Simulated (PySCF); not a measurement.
# Sc+: dipole response in aug-cc-pVTZ-DK

How polarisable is Sc+ at the levels listed below?

The numbers are computed with PySCF 2.14.0 (unrestricted determinants in a Gaussian basis, no spin-orbit coupling in the energies), except any that are marked as measured or tabulated.

**1. Starting point**

- Element: scandium (Z = 21)
- Basis: aug-cc-pVTZ-DK
- Hamiltonian: scalar relativity by spin-free X2C-1e
- State 1: Sc+: [Ar] 3d1 4s1, high-spin 3D determinant
- Methods: UHF, PBE, PBE0

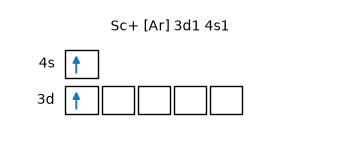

Occupation of the outer shells (arrows by Hund's rule).

One driver process ran all states and methods and kept the integrals in memory. Each run is shown as a PySCF script that sums up its settings (the driver passes frozen orbitals as a list and adds second-order terms of double hybrids); the logs are those of the runs themselves. The driver starts from symmetry-adapted Hartree-Fock orbitals, holds the occupation by maximum overlap and uses a logarithmic radial grid for functionals, so a plain start would take other cycles.

The integrals over 93 functions and the set-up took 2.8 s of CPU time.

**2. Sc+**

Level: UHF.

Contents of input.py:

```python
from pyscf import gto, scf, dft, mp, cc
import basis_set_exchange as bse
mol = gto.M(atom="Sc 0 0 0", charge=1, spin=2, symmetry="D2h",
            basis=gto.basis.parse(bse.get_basis("aug-cc-pVTZ-DK", elements=["Sc"], fmt="nwchem")),
            nucmod="G")
mf = scf.UHF(mol).sfx2c1e()
mf.irrep_nelec = {'Ag': (4, 3), 'B1g': (1, 0), 'B1u': (2, 2), 'B2u': (2, 2), 'B3u': (2, 2)}
mf.kernel()
```

Standard output:

```text
damping factor = 0
level_shift factor = 0
DIIS = <class 'pyscf.scf.diis.CDIIS'>
diis_start_cycle = 1
diis_space = 10
diis_damp = 0
SCF conv_tol = 1e-09
SCF conv_tol_grad = None
number electrons alpha = 11  beta = 9
cycle= 1 E= -763.086827763022  delta_E= -0.00334  |g|= 0.019  |ddm|= 0.0435
cycle= 2 E= -763.086968403659  delta_E= -0.000141  |g|= 0.00475  |ddm|= 0.0164
cycle= 3 E= -763.08698090194  delta_E= -1.25e-05  |g|= 0.00078  |ddm|= 0.0118
cycle= 4 E= -763.086982071736  delta_E= -1.17e-06  |g|= 0.000309  |ddm|= 0.00372
cycle= 5 E= -763.086982505255  delta_E= -4.34e-07  |g|= 0.000215  |ddm|= 0.00262
cycle= 6 E= -763.086982916636  delta_E= -4.11e-07  |g|= 0.00015  |ddm|= 0.00215
cycle= 7 E= -763.086983278744  delta_E= -3.62e-07  |g|= 4.81e-05  |ddm|= 0.00342
cycle= 8 E= -763.086983307899  delta_E= -2.92e-08  |g|= 2.63e-06  |ddm|= 0.0013
cycle= 9 E= -763.086983307909  delta_E= -1.02e-11  |g|= 3.33e-07  |ddm|= 3.12e-05
converged SCF energy = -763.086983307909  <S^2> = 2.0018288  2S+1 = 3.0012189
```

CPU time 24 s on a shared host, the integrals not counted.

Orbital energies by shell (radii are means over both spins):

```csv
shell,electrons,mean orbital energy (eV),spread (eV),rms radius (bohr)
1s α,1,-4546.3,0,0.0844
1s β,1,-4546.3,0,0.0844
2s α,1,-531.22,0,0.370
2s β,1,-530.75,0,0.370
2p α,3,-433.89,0.069,0.340
2p β,3,-433.50,0.493,0.340
3s α,1,-78.221,0,1.15
3s β,1,-76.395,0,1.15
3p α,3,-50.716,1.047,1.27
3p β,3,-48.693,1.532,1.27
3d α,1,-16.342,0,1.85
4s α,1,-12.298,0,3.68
```

⟨S²⟩ = 2.002, ⟨L²⟩ = 6.02.

The driver then solved the coupled dipole response at imaginary frequencies: mean α = 76.28 bohr³ (xx, yy, zz: 75.17, 75.17, 78.51), C₆ = 563.7 au for a like pair.

Level: PBE.

input.py, as changed from the run before:

```diff
@@ -5,3 +5,3 @@
             nucmod="G")
-mf = scf.UHF(mol).sfx2c1e()
+mf = dft.UKS(mol, xc="PBE").sfx2c1e()
 mf.irrep_nelec = {'Ag': (4, 3), 'B1g': (1, 0), 'B1u': (2, 2), 'B2u': (2, 2), 'B3u': (2, 2)}
```

Standard output:

```text
damping factor = 0
level_shift factor = 0
DIIS = <class 'pyscf.scf.diis.CDIIS'>
diis_start_cycle = 1
diis_space = 10
diis_damp = 0
SCF conv_tol = 1e-09
SCF conv_tol_grad = None
number electrons alpha = 11  beta = 9
XC functionals = PBE
    J. P. Perdew, K. Burke, and M. Ernzerhof.,  Phys. Rev. Lett. 77, 3865 (1996)
    J. P. Perdew, K. Burke, and M. Ernzerhof.,  Phys. Rev. Lett. 78, 1396 (1997)
    J. P. Perdew, K. Burke, and M. Ernzerhof.,  Phys. Rev. Lett. 77, 3865 (1996)
    J. P. Perdew, K. Burke, and M. Ernzerhof.,  Phys. Rev. Lett. 78, 1396 (1997)
cycle= 1 E= -763.724514276538  delta_E= -0.0071  |g|= 0.0135  |ddm|= 2.36
cycle= 2 E= -763.724565647636  delta_E= -5.14e-05  |g|= 0.00627  |ddm|= 0.0873
cycle= 3 E= -763.724577724076  delta_E= -1.21e-05  |g|= 0.00184  |ddm|= 0.0887
cycle= 4 E= -763.724578876653  delta_E= -1.15e-06  |g|= 0.000118  |ddm|= 0.0202
cycle= 5 E= -763.724578882045  delta_E= -5.39e-09  |g|= 1.02e-05  |ddm|= 0.00132
cycle= 6 E= -763.724578882014  delta_E= 3.09e-11  |g|= 8.71e-06  |ddm|= 0.000346
converged SCF energy = -763.724578882014  <S^2> = 2.000413  2S+1 = 3.0002753
```

It used 33 s of CPU time after the integrals (shared host).

The driver then solved the coupled dipole response at imaginary frequencies: mean α = 58.84 bohr³ (xx, yy, zz: 58.09, 58.09, 60.34), C₆ = 399.1 au for a like pair.

Level: PBE0.

input.py, as changed from the run before:

```diff
@@ -5,3 +5,3 @@
             nucmod="G")
-mf = dft.UKS(mol, xc="PBE").sfx2c1e()
+mf = dft.UKS(mol, xc="PBE0").sfx2c1e()
 mf.irrep_nelec = {'Ag': (4, 3), 'B1g': (1, 0), 'B1u': (2, 2), 'B2u': (2, 2), 'B3u': (2, 2)}
```

Standard output:

```text
damping factor = 0
level_shift factor = 0
DIIS = <class 'pyscf.scf.diis.CDIIS'>
diis_start_cycle = 1
diis_space = 10
diis_damp = 0
SCF conv_tol = 1e-09
SCF conv_tol_grad = None
number electrons alpha = 11  beta = 9
XC functionals = PBE0
    C. Adamo and V. Barone.,  J. Chem. Phys. 110, 6158 (1999)
    M. Ernzerhof and G. E. Scuseria.,  J. Chem. Phys. 110, 5029 (1999)
cycle= 1 E= -763.76314221738  delta_E= -0.00481  |g|= 0.0117  |ddm|=  1.6
cycle= 2 E= -763.763207576635  delta_E= -6.54e-05  |g|= 0.00613  |ddm|= 0.0965
cycle= 3 E= -763.763220651483  delta_E= -1.31e-05  |g|= 0.000686  |ddm|= 0.0804
cycle= 4 E= -763.763223579636  delta_E= -2.93e-06  |g|= 0.000419  |ddm|= 0.0079
cycle= 5 E= -763.763226990961  delta_E= -3.41e-06  |g|= 0.000484  |ddm|= 0.00687
cycle= 6 E= -763.763214970027  delta_E= 1.2e-05  |g|= 0.000155  |ddm|= 0.0353
cycle= 7 E= -763.763214152186  delta_E= 8.18e-07  |g|= 2.55e-05  |ddm|= 0.0118
cycle= 8 E= -763.763214152405  delta_E= -2.2e-10  |g|= 1.75e-05  |ddm|= 0.000286
converged SCF energy = -763.763214152405  <S^2> = 2.0006348  2S+1 = 3.0004232
```

CPU time 55 s on a shared host, the integrals not counted.

The driver then solved the coupled dipole response at imaginary frequencies: mean α = 62.95 bohr³ (xx, yy, zz: 61.68, 61.68, 65.47), C₆ = 435.4 au for a like pair.

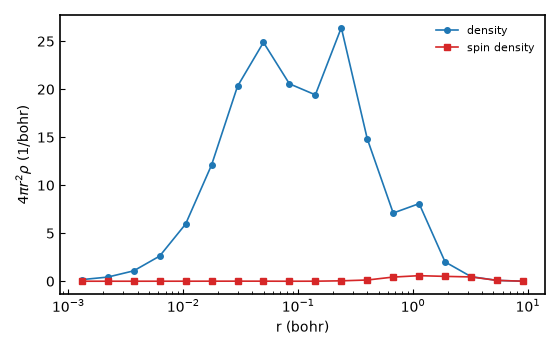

Radial density 4πr²ρ of Sc+ at UHF, at 18 stored radii joined by straight lines.

**3. Polarisabilities and C₆**

Sc+, in atomic units:

```csv
method,mean α,C₆ (like pair),S(−4)
UHF,76.28,563.7,5330
PBE,58.84,399.1,3003
PBE0,62.95,435.4,3501
```

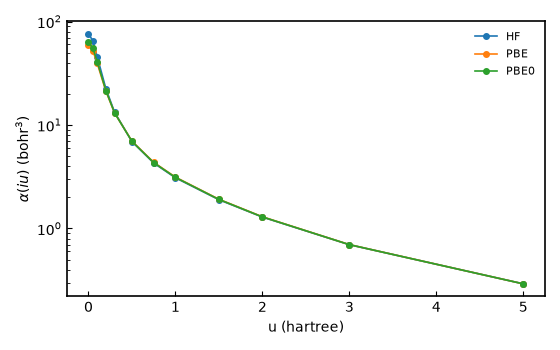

α(iu) of Sc+, the polarisability at imaginary frequency, on a logarithmic scale.

**4. Summary of results**

| quantity | value |
| --- | --- |
| α of Sc+ | 58.84 (PBE) to 76.28 (UHF) bohr³ |

**Reading.** A single London oscillator with the computed α and C₆ of Sc+ at UHF would have ω = 4 C₆ / (3 α²) = 0.129 hartree. The basis is finite, and no extrapolation was made.
